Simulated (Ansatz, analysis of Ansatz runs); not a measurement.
# A hop of Sr in SrLa2S4 (I-42d), charge +2, part 2 of 2

Wanted: path and barrier of a jump of Sr in SrLa2S4 (I-42d) at charge +2. The case: Sr_i hop between interstitial places, in a cell of 56 host atoms with 1 Sr put in.

Ansatz 0.2.0; plane-wave PAW DFT, PBEsol; nudged elastic band between two relaxed defect structures at fixed charge in a uniform background.

So far: Starting point; Relaxation of the start point, charge +2; Relaxation of the end point, charge +2.

### 4. Nudged elastic band, charge +2

5 movable images are laid between the ends on a pair-potential path, which keeps atoms from colliding in the first guess. Each image feels the true force across the path and a spring force along it. The highest image is set to climb to the top of the path.

This step: plane-wave PAW DFT, PBEsol; nudged elastic band between two relaxed defect structures at fixed charge in a uniform background.

qp2.neb/input.yaml

```yaml
crystal:
  lattice:
    - [0.0, 8.68134836, 8.65211018]
    - [8.68134836, 0.0, 8.65211018]
    - [8.68134836, 8.68134836, 0.0]
  atoms:
    - { symbol: Sr, position: [0.00308879, -0.0012014, 0.49804938] }
    - { symbol: Sr, position: [0.24795093, 0.24730122, 0.75313859] }
    - { symbol: Sr, position: [0.50903704, 0.48145598, 0.01022015] }
    - { symbol: Sr, position: [0.74557009, 0.74768433, 0.25756112] }
    - { symbol: Sr, position: [0.12485995, 0.62254225, 0.37787786] }
    - { symbol: Sr, position: [0.37355562, 0.89627762, 0.56394678] }
    - { symbol: Sr, position: [0.62748122, 0.13143391, 0.87368762] }
    - { symbol: Sr, position: [0.87239227, 0.37494211, 0.13041269] }
    - { symbol: La, position: [0.09873936, 0.7494858, 0.02207566] }
    - { symbol: La, position: [0.37628505, 1.00243888, 0.23802316] }
    - { symbol: La, position: [0.62490316, 0.24389764, 0.50536647] }
    - { symbol: La, position: [0.88625224, 0.49118506, 0.75557603] }
    - { symbol: La, position: [-0.0066059, 0.12808648, 0.74512953] }
    - { symbol: La, position: [0.2502516, 0.37171234, 1.00076267] }
    - { symbol: La, position: [0.50480743, 0.61587605, 0.2504844] }
    - { symbol: La, position: [0.7537745, 0.86971714, 0.50104784] }
    - { symbol: La, position: [0.24948432, 0.62183592, 0.62194533] }
    - { symbol: La, position: [0.52557765, 0.88121667, 0.88716765] }
    - { symbol: La, position: [0.75000309, 0.12609583, 0.1226948] }
    - { symbol: La, position: [0.99490056, 0.37949249, 0.37225315] }
    - { symbol: La, position: [0.11546662, 0.00644592, 0.13206809] }
    - { symbol: La, position: [0.36956501, 0.25475012, 0.37823373] }
    - { symbol: La, position: [0.62683418, 0.49670902, 0.62779868] }
    - { symbol: La, position: [0.88373287, 0.74789857, 0.87414648] }
    - { symbol: S, position: [0.22135821, 0.47370545, 0.20025136] }
    - { symbol: S, position: [0.47728797, 0.71370554, 0.44197025] }
    - { symbol: S, position: [0.73334237, 0.97320495, 0.69713962] }
    - { symbol: S, position: [0.96072279, 0.23605309, 0.95652804] }
    - { symbol: S, position: [0.1080553, 0.84698403, 0.72875657] }
    - { symbol: S, position: [0.34851299, 0.09843039, 0.98053213] }
    - { symbol: S, position: [0.59780874, 0.34264116, 0.23615663] }
    - { symbol: S, position: [0.84938005, 0.59590168, 0.48024153] }
    - { symbol: S, position: [0.10328814, 0.1988001, 0.22209254] }
    - { symbol: S, position: [0.35491181, 0.44407017, 0.47549192] }
    - { symbol: S, position: [0.63322861, 0.68236734, 0.72682781] }
    - { symbol: S, position: [0.8519914, 0.94757791, 0.97486263] }
    - { symbol: S, position: [0.07730316, 0.4791699, 0.85061974] }
    - { symbol: S, position: [0.33075467, 0.72902277, 0.08959933] }
    - { symbol: S, position: [0.57682139, 0.98303534, 0.34174892] }
    - { symbol: S, position: [0.8208047, 0.22964088, 0.59640767] }
    - { symbol: S, position: [0.17226328, 1.00046313, 0.87955825] }
    - { symbol: S, position: [0.47163771, 0.22347682, 0.10553043] }
    - { symbol: S, position: [0.72060761, 0.46884797, 0.35936228] }
    - { symbol: S, position: [0.97631274, 0.72163996, 0.60596335] }
    - { symbol: S, position: [0.19195396, 0.11791396, 0.4596285] }
    - { symbol: S, position: [0.44893992, 0.35252436, 0.72270556] }
    - { symbol: S, position: [0.70281765, 0.60525342, 0.97767997] }
    - { symbol: S, position: [0.94409145, 0.8532999, 0.23053158] }
    - { symbol: S, position: [0.23288775, 0.8212685, 0.3434077] }
    - { symbol: S, position: [0.47154409, 0.05138164, 0.61577927] }
    - { symbol: S, position: [0.73178519, 0.32135916, 0.8471031] }
    - { symbol: S, position: [0.97439893, 0.57239658, 0.10145173] }
    - { symbol: S, position: [0.09920649, 0.34596352, 0.57425248] }
    - { symbol: S, position: [0.35030248, 0.58884341, 0.82606187] }
    - { symbol: S, position: [0.60484899, 0.84793082, 0.07831934] }
    - { symbol: S, position: [0.84508505, 0.09647646, 0.32823225] }
    - { symbol: Sr, position: [0.37625497, 0.79347973, 0.82593536] }
total_charge: 2
basis:
  ecutwfc: 420
  xc_grid: 2
hamiltonian:
  xc: pbesol
kpoints:
  mp_grid: { grid: [1, 1, 1], shift: [0.25, 0.25, 0.25] }
scf:
  occupations: { method: fixed }
  max_iter: 120
output:
  forces: true
neb:
  images: 5
  f_tol: 0.04
  climbing: true
  initial_path: idpp
  max_iterations: 45
  order_check: false
  final_atoms:
    - { symbol: Sr, position: [0.0031529, 0.00098139, 0.49899895] }
    - { symbol: Sr, position: [0.25032911, 0.25774699, 0.76016821] }
[... 3 atom lines left out ...]
    - { symbol: Sr, position: [0.41725485, 0.81127772, 0.62656696] }
[... 2 atom lines left out ...]
    - { symbol: La, position: [0.12654263, 0.74733387, 0.0057145] }
[... 3 atom lines left out ...]
    - { symbol: La, position: [-0.04344679, 0.13383113, 0.77836325] }
[... 4 atom lines left out ...]
    - { symbol: La, position: [0.49947964, 0.87446687, 0.8787896] }
[... 10 atom lines left out ...]
    - { symbol: S, position: [0.1114717, 0.86348302, 0.72270397] }
[... 5 atom lines left out ...]
    - { symbol: S, position: [0.61822631, 0.68780177, 0.72951899] }
[... 2 atom lines left out ...]
    - { symbol: S, position: [0.32516141, 0.72641127, 0.10229606] }
[... 2 atom lines left out ...]
    - { symbol: S, position: [0.20937258, 0.97190679, 0.88500849] }
[... 8 atom lines left out ...]
    - { symbol: S, position: [0.48543632, 0.07186867, 0.60162699] }
[... 3 atom lines left out ...]
    - { symbol: S, position: [0.34884111, 0.58819275, 0.82930204] }
[... 2 atom lines left out ...]
    - { symbol: Sr, position: [0.2536978, 1.07338787, 0.62807343] }
```

Command:

```bash
> ansatz run input.yaml --threads 32 --pin off --max-ram 84787MiB --backend cuda --events-out ev --progress --plain --runs-dir out --max-vram 78GiB
```

Numbers of over 12 decimals in the logs are rounded to 6 here.

Log:

```text
Warning: neb: disabling space-group detection — the band's intermediate images generally break the endpoint symmetry, so the full k-mesh is solved, and no spatial operation symmetrises the density, ex [...]
[...]
Crystal: 57 atoms, lattice volume = 1304.147 Å³
Basis set: ecut = 420 eV, 25573 PW (Γ), exchange–correlation on 180×180×180 points (8 copies of the dense FFT grid, shifted against one another)
Bands: 285, of which v1, the nominal top of the filled ones, is band 228 counted from 1 (227 counted from 0)
[...]
SCF iter   1: F=—  HF=-158470.597715 eV  |F-HF|=—  |Δ(HF+E_count)|=         —  Δρ=5.68e-3  dr2=6.35e-1  ethr=1.77e-3  ⟨swp⟩=7.0  Hψ=1223  notcnv=0  defer=54
[...]
SCF iter   2: F=—  HF=-158470.464375 eV  |F-HF|=—  |Δ(HF+E_count)|=   1.33e-1  Δρ=2.08e-3  dr2=5.34e-2  ethr=1.39e-4  ⟨swp⟩=3.0  Hψ=408  notcnv=0  defer=55
[...]
SCF iter   8: F=-158470.458646 eV  HF=-158470.458646 eV  |F-HF|=5.73e-9  |Δ(HF+E_count)|=   2.52e-8  Δρ=1.02e-6  dr2=2.56e-8  ethr=2.19e-11  ⟨swp⟩=5.0  Hψ=1003  notcnv=0
SCF 1 converged in 8 iterations: F = -158470.458646 eV  dr2 = 2.56e-8
[...]
SCF 4 converged in 8 iterations: F = -158467.583034 eV  dr2 = 7.65e-8
[...]
SCF 11 converged in 8 iterations: F = -158468.497461 eV  dr2 = 6.60e-8
[...]
SCF 95 converged in 7 iterations: F = -158469.835773 eV  dr2 = 5.43e-8
[...]
SCF 102 converged in 7 iterations: F = -158470.157574 eV  dr2 = 1.96e-8
[...]
SCF 144 converged in 5 iterations: F = -158470.378881 eV  dr2 = 6.94e-8
[...]
```

It took 48 s on 1 × NVIDIA GB200 with 32 threads of Arm Neoverse V2, shared host; peak memory 2.5 GiB; 3.5 min of CPU time.

The column dr2 measures how far the density is from self-consistency, as an energy; F and HF (Harris–Foulkes) agree once it is small.

The path, image by image:

```csv
image,path (Å),energy (eV),"Sr57: x, y, z (Å)"
0,0.000,0.0000,"14.059, 10.437, 10.121"
1,1.155,0.3430,"13.932, 9.978, 10.533"
2,2.311,0.0800,"13.517, 9.496, 10.801"
3,3.466,0.2400,"13.780, 9.055, 11.276"
4,4.621,0.7030,"14.191, 8.641, 11.596"
5,5.821,0.3370,"14.597, 8.054, 11.758"
6,7.021,-0.0140,"14.771, 7.655, 11.482"
```

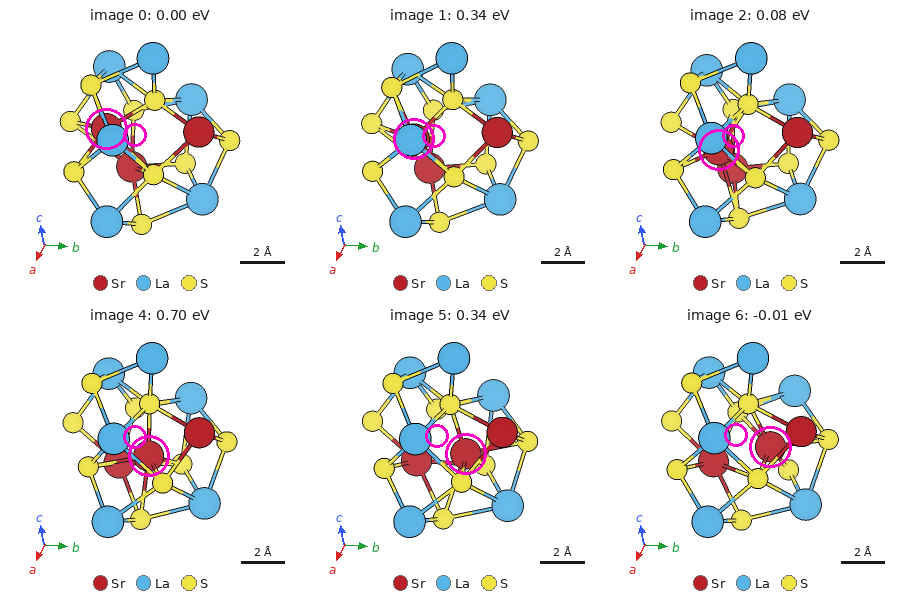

Images along the path; Sr57 is ringed. A ring with no atom in it marks the empty centre.

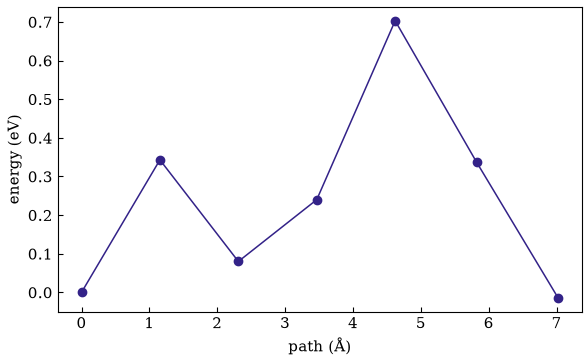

Energy along the path.

Numbers from this step:

- free energy: -158469.7558 eV
- barrier forward: 0.7028 eV
- barrier backward: 0.7167 eV
- end less start: -0.01389 eV
- hop length: 3.178 Å

Track of the atom that was set to move:

```csv
image,x (Å),y (Å),z (Å),nearest neighbour,distance (Å)
0,14.06,10.44,10.12,S,2.608
1,13.93,9.978,10.53,S,2.605
2,13.52,9.496,10.8,S,2.669
3,13.78,9.055,11.28,S,2.616
4,14.19,8.641,11.6,S,2.502
5,14.6,8.054,11.76,S,2.546
6,14.77,7.655,11.48,S,2.611
```

The band met its tolerance of 0.04 eV/Å after 29 iterations, with image 4 on top (the start counts as 0). Sr57, which moves farthest between the ends, has 4 S at 2.61 to 2.74 Å and 1 Sr at 2.82 Å nearest at the start and 3 S at 2.50 to 2.87 Å and 1 Sr at 2.65 Å at the top. The path has 2 maxima, and only the highest was climbed; it lies 0.62 eV above the dip at image 2.

### 5. Single point at the start point, PBEsol, denser k-mesh

Three single points on a mesh of more k-points (start, top, end) test the sampling. The start is shown; top and end are run alike.

This step: plane-wave PAW DFT, PBEsol; single point of a defect supercell on a structure of the PBEsol path.

qp2.start.mesh/input.yaml

```yaml
crystal:
  lattice:
    - [0.0, 8.68134836, 8.65211018]
    - [8.68134836, 0.0, 8.65211018]
    - [8.68134836, 8.68134836, 0.0]
  atoms:
    - { symbol: Sr, position: [0.00308879, -0.0012014, 0.49804938] }
    - { symbol: Sr, position: [0.24795093, 0.24730122, 0.75313859] }
[... 3 atom lines left out ...]
    - { symbol: Sr, position: [0.37355562, 0.89627762, 0.56394678] }
[... 2 atom lines left out ...]
    - { symbol: La, position: [0.09873936, 0.7494858, 0.02207566] }
[... 3 atom lines left out ...]
    - { symbol: La, position: [-0.0066059, 0.12808648, 0.74512953] }
[... 4 atom lines left out ...]
    - { symbol: La, position: [0.52557765, 0.88121667, 0.88716765] }
[... 10 atom lines left out ...]
    - { symbol: S, position: [0.1080553, 0.84698403, 0.72875657] }
[... 5 atom lines left out ...]
    - { symbol: S, position: [0.63322861, 0.68236734, 0.72682781] }
[... 2 atom lines left out ...]
    - { symbol: S, position: [0.33075467, 0.72902277, 0.08959933] }
[... 2 atom lines left out ...]
    - { symbol: S, position: [0.17226328, 1.00046313, 0.87955825] }
[... 8 atom lines left out ...]
    - { symbol: S, position: [0.47154409, 0.05138164, 0.61577927] }
[... 3 atom lines left out ...]
    - { symbol: S, position: [0.35030248, 0.58884341, 0.82606187] }
[... 2 atom lines left out ...]
    - { symbol: Sr, position: [0.37625497, 0.79347973, 0.82593536] }
total_charge: 2
basis:
  ecutwfc: 420
  xc_grid: 2
hamiltonian:
  xc: pbesol
kpoints:
  mp_grid: { grid: [2, 2, 2], shift: [0.5, 0.5, 0.5] }
scf:
  occupations: { method: fixed }
  max_iter: 120
output:
  forces: true
  eigenvalues: true
checkpoint:
  write: "../qp2.start.mesh.run"
  compress: false
  write_wavefunctions: false
  write_every: 100000
```

Log:

```text
[...]
Crystal: 57 atoms, lattice volume = 1304.147 Å³
Basis set: ecut = 420 eV, 25573 PW (Γ), exchange–correlation on 180×180×180 points (8 copies of the dense FFT grid, shifted against one another)
Bands: 285, of which v1, the nominal top of the filled ones, is band 228 counted from 1 (227 counted from 0)
[...]
SCF iter   1: F=—  HF=-158470.796423 eV  |F-HF|=—  |Δ(HF+E_count)|=         —  Δρ=5.74e-3  dr2=6.54e-1  ethr=1.77e-3  ⟨swp⟩=7.8  Hψ=4911  notcnv=0  defer=214
[...]
SCF iter   2: F=—  HF=-158470.656315 eV  |F-HF|=—  |Δ(HF+E_count)|=   1.40e-1  Δρ=2.09e-3  dr2=5.47e-2  ethr=1.44e-4  ⟨swp⟩=3.5  Hψ=1787  notcnv=0  defer=220
[...]
automatic band count: iteration 3 solves 264 bands in place of 285: the levels show a gap, and the empty bands left out lie too high to hold charge; the band table lists the bands solved (type scf.n_e [...]
[...]
SCF iter   7: F=—  HF=-158470.651090 eV  |F-HF|=—  |Δ(HF+E_count)|=   9.75e-7  Δρ=4.46e-6  dr2=5.45e-7  ethr=8.10e-10  ⟨swp⟩=2.0  Hψ=1845  notcnv=0  defer=136
SCF iter   8: F=-158470.651090 eV  HF=-158470.651090 eV  |F-HF|=9.05e-9  |Δ(HF+E_count)|=   3.52e-8  Δρ=1.12e-6  dr2=3.22e-8  ethr=2.19e-11  ⟨swp⟩=25.0  Hψ=6929  notcnv=0
SCF 1 converged in 8 iterations: F = -158470.651090 eV  dr2 = 3.22e-8
[...]
SCF converged after 8 iterations
[...]
```

Wall time 2.6 s (1 × NVIDIA GB200 with 32 threads); peak memory 1.3 GiB; 6.9 s of CPU time.

This step gave:

| Property | Result |
| --- | --- |
| free energy | -158470.6511 eV |

### 6. Barrier from single points, PBEsol, denser k-mesh

Analysis of the runs above: barrier from PBEsol single points on the PBEsol path.

It gives:

```yaml
barrier_forward: 0.7074 eV
barrier_backward: 0.7085 eV
end_less_start: -0.001117 eV
```

This gives 0.707 eV against the band's 0.703 eV (backward 0.709 against 0.717 eV). This mesh holds only the band's own point and its sign variants, so it tests the average over those and no finer sampling.

### 7. Single point at the start point, r2SCAN

Three single points with a meta-GGA, at its higher cutoff of 500 eV, show what it does to the barrier on the path found. The start is shown; top and end are run alike.

This step: plane-wave PAW DFT, r2SCAN; single point of a defect supercell on a structure of the PBEsol path.

qp2.start.r2scan/input.yaml, as its differences from qp2.start.mesh/input.yaml of step 5:

```diff
@@ -32,8 +32,8 @@
 basis:
-  ecutwfc: 420
+  ecutwfc: 500
   xc_grid: 2
 hamiltonian:
-  xc: pbesol
+  xc: r2scan
 kpoints:
-  mp_grid: { grid: [2, 2, 2], shift: [0.5, 0.5, 0.5] }
+  mp_grid: { grid: [1, 1, 1], shift: [0.25, 0.25, 0.25] }
 scf:
@@ -45,3 +45,3 @@
 checkpoint:
-  write: "../qp2.start.mesh.run"
+  write: "../qp2.start.r2scan.run"
   compress: false
```

Log:

```text
[...]
Crystal: 57 atoms, lattice volume = 1304.147 Å³
Basis set: ecut = 500 eV, 33151 PW (Γ), exchange–correlation on 180×180×180 points (8 copies of the dense FFT grid, shifted against one another)
Bands: 285, of which v1, the nominal top of the filled ones, is band 228 counted from 1 (227 counted from 0)
[...]
k-points: 1
[...]
SCF iter   7: F=—  HF=-161373.852709 eV  |F-HF|=—  |Δ(HF+E_count)|=   1.30e-3  Δρ=8.41e-6  dr2=1.12e-6  dr2_τ=4.02e-8  ethr=3.86e-9  ⟨swp⟩=2.0  Hψ=360  notcnv=0  defer=31
SCF iter   8: F=-161373.852709 eV  HF=-161373.852709 eV  |F-HF|=2.40e-8  |Δ(HF+E_count)|=   4.40e-8  Δρ=1.40e-6  dr2=5.24e-8  dr2_τ=3.27e-9  ethr=2.19e-11  ⟨swp⟩=21.0  Hψ=1886  notcnv=0
SCF 1 converged in 8 iterations: F = -161373.852709 eV  dr2 = 5.24e-8
[...]
SCF converged after 8 iterations
Free energy (F): -161373.852709 eV
[...]
Fermi energy:    9.229146 eV
[...]
--- Forces (eV/Å), atoms counted from 1 ---
[...]
--- Band table (eV) ---
[...]
```

Run time: 2.5 s. Hardware: 1 × NVIDIA GB200 with 32 threads; peak memory 1.5 GiB; 5.2 s of CPU time.

Numbers from this step:

- free energy: -161373.8527 eV

### 8. Barrier from single points, r2SCAN

Analysis of the runs above: barrier from r2SCAN single points on the PBEsol path.

It gives:

* barrier forward: 0.7478 eV
* barrier backward: 0.7591 eV
* end less start: -0.01138 eV

This gives 0.748 eV against the band's 0.703 eV.

### 9. What came out

- barrier forward: 0.70 eV (in doubt, see below)
- barrier backward: 0.72 eV
- end less start: -0.01 eV
- hop length: 3.18 Å
- band iterations, as the log counts them: 29
- barrier from single points, PBEsol, denser k-mesh: 0.71 eV (in doubt, see below)
- barrier from single points, r2SCAN: 0.75 eV (in doubt, see below)

**Reading.** The top of the band lies 0.70 eV above the start and 0.72 eV above the end. The path has 2 maxima, and only the highest was climbed; it lies 0.62 eV above the dip at image 2. With an assumed prefactor of 1e13 per second it gives one hop a second along this one path at about 270 K; whether such hops link up through the crystal wasn't checked. At the top Sr57 stands 2.50 Å from its nearest S, 0.11 Å closer than at the start. Across functionals on this path (PBEsol 0.703 and r2SCAN 0.748 eV) the forward values spread by 0.045 eV. The order of the top as a saddle was not checked for all atoms, so a bent path could be lower. No image-charge correction is applied; it largely cancels along a path if the charge stays localised alike. Keep in mind: one k-point off the zone centre stands for the whole zone; spin–orbit coupling, which can matter with heavy atoms, is left out.

[Logs are printed without paths, hosts, clocks, repeated set-up lines and the standing remarks that a program may print on its own settings, such as how far it seeks lower states.]

[Hosts, paths, dates, database ids (printed as entryN), source tags and the programs' standing remarks are cut or masked in the printed files.]
